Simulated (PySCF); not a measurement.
# C7H6ClF: a tour of settings, part 2 of 2

PySCF 2.14.0. Atoms count from 0.

## Step 4: Nuclear shieldings: PBE0/6-311G**

Job settings and geometry (Å):

```
{"job": {"kind": "nmr", "xc": "PBE0", "basis": "6-311G**", "pop": true}, "charge": 0, "multiplicity": 1}
F      2.604323     1.386295    -0.742555
C      2.228865     0.227220    -0.116238
C      0.733723     0.081165    -0.042635
C     -0.116701     1.044034    -0.566268
C     -1.489596     0.887648    -0.485723
C     -2.011552    -0.241796     0.121273
Cl    -3.725201    -0.446357     0.222329
C     -1.174703    -1.213340     0.650077
C      0.194139    -1.046275     0.566771
H      2.670869     0.254460     0.887625
H      2.676883    -0.597071    -0.685069
H      0.296181     1.921173    -1.040126
H     -2.149255     1.638203    -0.891233
H     -1.592914    -2.088722     1.121154
H      0.850525    -1.798647     0.978706
```

Level: GIAO PBE0/6-311G** NMR shielding, non-relativistic, gas phase.

Standard output:

```text
coarse grid: 14032 points
cycle   1  E = -829.8630726176  dE =  1.533e+00  |g| = 5.420e-01  |ddm| = 3.808e+00
cycle   2  E = -829.8332483385  dE =  2.982e-02  |g| = 7.111e-01  |ddm| = 1.138e+00
cycle   3  E = -829.9176919855  dE = -8.444e-02  |g| = 7.139e-02  |ddm| = 6.682e-01
cycle   4  E = -829.9184649872  dE = -7.730e-04  |g| = 3.788e-02  |ddm| = 9.359e-02
cycle   5  E = -829.9187916184  dE = -3.266e-04  |g| = 1.410e-02  |ddm| = 5.140e-02
cycle   6  E = -829.9188407348  dE = -4.912e-05  |g| = 3.327e-03  |ddm| = 1.674e-02
cycle   7  E = -829.9188430751  dE = -2.340e-06  |g| = 1.199e-03  |ddm| = 3.736e-03
final grid: 134040 points
cycle   8  E = -829.9247736253  dE = -4.046e-05  |g| = 7.645e-03  |ddm| = 4.728e-02
cycle   9  E = -829.9247665622  dE =  7.063e-06  |g| = 9.590e-03  |ddm| = 1.639e-02
cycle  10  E = -829.9247879699  dE = -2.141e-05  |g| = 1.453e-03  |ddm| = 9.780e-03
cycle  11  E = -829.9247883722  dE = -4.023e-07  |g| = 4.180e-04  |ddm| = 1.601e-03
cycle  12  E = -829.9247884125  dE = -4.022e-08  |g| = 1.450e-04  |ddm| = 6.077e-04
cycle  13  E = -829.9247884172  dE = -4.733e-09  |g| = 3.222e-05  |ddm| = 1.622e-04
cycle  14  E = -829.9247884174  dE = -2.158e-10  |g| = 1.069e-05  |ddm| = 4.018e-05
converged SCF energy = -829.9247884174

GIAO shielding tensors (ppm)
atom      isotropic    diamagn.    paramagn.     s11        s22        s33       span
  0 F      439.065     468.255     -29.190    413.732    423.916    479.546     65.814
  1 C      105.016     239.004    -133.989     70.628     85.947    158.472     87.844
  2 C       48.594     261.249    -212.655    -46.316     24.390    167.709    214.025
  3 C       61.932     251.173    -189.242    -41.638     42.415    185.019    226.657
  4 C       56.132     251.414    -195.281    -41.818     48.277    161.937    203.755
  5 C       47.402     254.050    -206.647    -47.683     62.022    127.868    175.550
  6 Cl     739.878    1143.239    -403.361    576.820    628.286   1014.529    437.709
  7 C       57.056     250.922    -193.866    -40.211     49.441    161.938    202.149
  8 C       62.956     253.102    -190.146    -38.577     50.262    177.183    215.760
  9 H       26.241      27.818      -1.577     20.944     27.759     30.019      9.075
 10 H       26.241      27.816      -1.575     20.940     27.759     30.023      9.083
 11 H       24.241      31.574      -7.334     19.954     23.184     29.584      9.631
 12 H       24.408      30.697      -6.288     20.214     23.667     29.344      9.130
 13 H       24.524      30.644      -6.119     20.336     23.915     29.322      8.986
 14 H       24.883      32.005      -7.122     21.182     24.297     29.171      7.989
```

Wall time 50 s (1 thread of Arm Neoverse N1, shared host); peak memory 0.85 GiB.

Key values: δ C5 143.0, C2 141.8, C4 133.8, C3 127.9, H12 7.61, H11 7.52 ppm (means over like atoms).

## Step 5: Shielding tensors: SCAN/pcSseg-1

Settings changed since step 4:

```diff
@@ -1,2 +1,2 @@
-{"job": {"kind": "nmr", "xc": "PBE0", "basis": "6-311G**", "pop": true}, "charge": 0, "multiplicity": 1}
+{"job": {"kind": "nmr", "xc": "SCAN", "basis": "pcSseg-1", "pop": true, "scf": {"max_cycle": 5}}, "charge": 0, "multiplicity": 1}
 F      2.604323     1.386295    -0.742555
```

Level: GIAO SCAN/pcSseg-1 NMR shielding, non-relativistic, gas phase.

Standard output:

```text
final grid: 134040 points
cycle   1  E = -830.1382983927  dE =  1.231e+00  |g| = 6.040e-01  |ddm| = 3.995e+00
cycle   2  E = -830.0691302931  dE =  6.917e-02  |g| = 8.765e-01  |ddm| = 1.509e+00
cycle   3  E = -830.2082032005  dE = -1.391e-01  |g| = 1.124e-01  |ddm| = 9.569e-01
cycle   4  E = -830.2105118252  dE = -2.309e-03  |g| = 4.813e-02  |ddm| = 1.671e-01
cycle   5  E = -830.2109933595  dE = -4.815e-04  |g| = 2.508e-02  |ddm| = 8.222e-02
SCF not converged, last energy = -830.2109933595
```

It took 25 s on 1 thread of Arm Neoverse N1, shared host; peak memory 0.64 GiB.

Diagnosis: The cap of 5 cycles ended the SCF at a gradient of 2.5e-02. Cure: raise the cap. Numbers printed on the way are no properties of the molecule.

## Step 6: NMR shieldings: B97-D/pcSseg-0

Settings changed since step 5:

```diff
@@ -1,2 +1,2 @@
-{"job": {"kind": "nmr", "xc": "SCAN", "basis": "pcSseg-1", "pop": true, "scf": {"max_cycle": 5}}, "charge": 0, "multiplicity": 1}
+{"job": {"kind": "nmr", "xc": "B97-D", "basis": "pcSseg-0", "pop": false}, "charge": 0, "multiplicity": 1}
 F      2.604323     1.386295    -0.742555
```

With the program's defaults for keys left out, this is: GIAO B97-D/pcSseg-0 NMR shielding, non-relativistic, gas phase.

Standard output:

```text
coarse grid: 14032 points
cycle   1  E = -828.7904173468  dE =  1.118e+00  |g| = 5.512e-01  |ddm| = 4.671e+00
cycle   2  E = -828.7038413457  dE =  8.658e-02  |g| = 8.995e-01  |ddm| = 1.811e+00
cycle   3  E = -828.8488419692  dE = -1.450e-01  |g| = 1.085e-01  |ddm| = 1.098e+00
cycle   4  E = -828.8514946086  dE = -2.653e-03  |g| = 4.404e-02  |ddm| = 2.036e-01
cycle   5  E = -828.8519547677  dE = -4.602e-04  |g| = 2.236e-02  |ddm| = 9.252e-02
cycle   6  E = -828.8520884820  dE = -1.337e-04  |g| = 3.124e-03  |ddm| = 3.276e-02
cycle   7  E = -828.8520910125  dE = -2.531e-06  |g| = 1.364e-03  |ddm| = 7.932e-03
final grid: 134040 points
cycle   8  E = -828.8201388483  dE = -7.136e-06  |g| = 1.750e-02  |ddm| = 4.119e-02
cycle   9  E = -828.8200352330  dE =  1.036e-04  |g| = 2.921e-02  |ddm| = 5.603e-02
cycle  10  E = -828.8201943636  dE = -1.591e-04  |g| = 1.659e-03  |ddm| = 3.741e-02
cycle  11  E = -828.8201950065  dE = -6.429e-07  |g| = 5.829e-04  |ddm| = 2.751e-03
cycle  12  E = -828.8201950963  dE = -8.982e-08  |g| = 2.138e-04  |ddm| = 1.044e-03
cycle  13  E = -828.8201951093  dE = -1.303e-08  |g| = 3.165e-05  |ddm| = 3.362e-04
cycle  14  E = -828.8201951096  dE = -2.485e-10  |g| = 8.396e-06  |ddm| = 6.042e-05
converged SCF energy = -828.8201951096

GIAO shielding tensors (ppm)
atom      isotropic    diamagn.    paramagn.     s11        s22        s33       span
  0 F      439.304     470.585     -31.281    393.027    432.008    492.876     99.849
  1 C       98.689     239.004    -140.315     61.150     79.622    155.296     94.146
  2 C       51.113     270.660    -219.548    -39.010     25.143    167.205    206.216
  3 C       60.908     257.285    -196.377    -36.993     37.244    182.472    219.464
  4 C       57.713     258.376    -200.663    -34.685     46.016    161.810    196.495
  5 C       43.418     277.254    -233.837    -43.015     49.345    123.923    166.938
  6 Cl     719.088    1142.754    -423.667    558.700    628.146    970.417    411.717
  7 C       58.722     257.947    -199.225    -32.848     47.366    161.646    194.494
  8 C       62.912     259.463    -196.552    -33.680     47.467    174.948    208.628
  9 H       27.186      27.484      -0.298     21.724     28.791     31.043      9.319
 10 H       27.186      27.482      -0.296     21.722     28.791     31.046      9.324
 11 H       25.977      31.293      -5.317     22.023     25.696     30.212      8.189
 12 H       26.203      30.281      -4.078     22.369     26.197     30.043      7.674
 13 H       26.308      30.248      -3.940     22.447     26.486     29.989      7.542
 14 H       26.614      31.962      -5.348     23.315     26.784     29.742      6.427
```

Run time: 22 s. Hardware: 1 thread of Arm Neoverse N1, shared host; peak memory 0.5 GiB.

Key values: δ C5 146.9, C2 139.2, C4 132.1, C3 128.4, H12 7.08, H11 7.04 ppm (means over like atoms).

## Step 7: Side by side: NMR shifts

Shifts (ppm) of some atoms, chosen among heavy atoms and hydrogens apart, means over like atoms, with basis size and wall time:

```csv
run,C5,C2,C4,C1,H12,H11,F0,functions,time
PBE0/pcSseg-1,144.4,142.6,135.0,86.4,7.67,7.52,-265.4,190,55 s
PBE0/6-311G**,143.0,141.8,133.8,85.4,7.61,7.52,-272.5,206,50 s
B97-D/pcSseg-0,146.9,139.2,132.1,91.6,7.08,7.04,-295.9,97,22 s
```

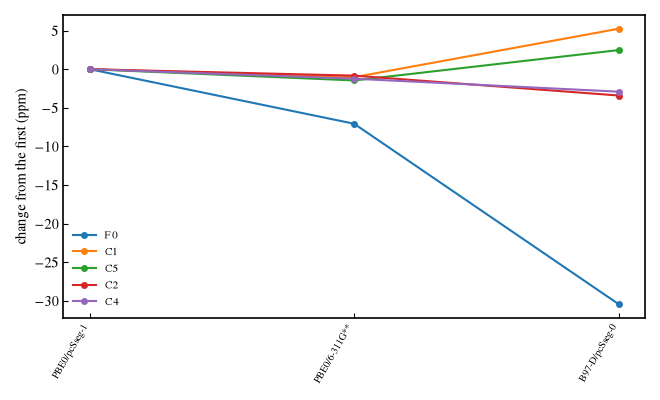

How five of the tabulated atoms move from run to run.

## Step 8: Results

This closing draws on all 2 parts.

| quantity | value |
| --- | --- |
| 13C shifts against TMS (PBE0/pcSseg-1, means over atoms taken as alike) | 144.4, 142.6, 135.0, 129.3, 86.4 ppm |
| 1H shifts against TMS (PBE0/pcSseg-1, means over atoms taken as alike) | 7.67, 7.52, 5.92 ppm |
| 19F shifts against CFCl3 (PBE0/pcSseg-1) | -265.4 ppm |
| 35Cl shifts against HCl (PBE0/pcSseg-1) | 233 ppm |
| surface potential, least and greatest | -0.84 V and 1.28 V |
| lowest singlet (PBE0/def2-SVPD) | 5.22 eV (237 nm), f = 0.009 |
| brightest single state of those computed | state 5, 6.90 eV, f = 0.607 |
| lowest triplet | 3.96 eV |
| range of the shift of F0 | -295.9 to -265.4 ppm |
| property runs in this session | 5, of which 1 failed and 0 gave unsound results |

What this shows: Single values in the summary come from the first run of each kind that ended normally (PBE0/pcSseg-1; PBE0/def2-SVPD), which need not be the best level. At PBE0/pcSseg-1: The widest tensor belongs to Cl6: span 461 ppm, with a paramagnetic part of -428 ppm. NICS(1)zz of -27 ppm above the planar ring from C2 marks a diatropic (aromatic) ring current. At PBE0/pcSseg-1, counted by nearest atom on the grid, the HOMO lies on Cl6 23 %; C2, C5 about 20 % each, the LUMO on C4, C8 about 22 % each; C2, C5 about 11 % each. The lowest singlet, at 5.22 eV, is HOMO→LUMO 0.53, HOMO→LUMO+1 0.21 and is weak; of the 6 states computed, the strongest absorption comes from state 5 at 6.90 eV. The lowest triplet lies 1.26 eV below the lowest singlet (triplets in Tamm-Dancoff, singlets in full TDDFT). Among the atoms with a shift in every run: Across the 3 runs the shift of F0 moves most, between -295.9 (B97-D/pcSseg-0) and -265.4 ppm (PBE0/pcSseg-1). Most of that comes from the computed reference, not from the atom's own shielding.
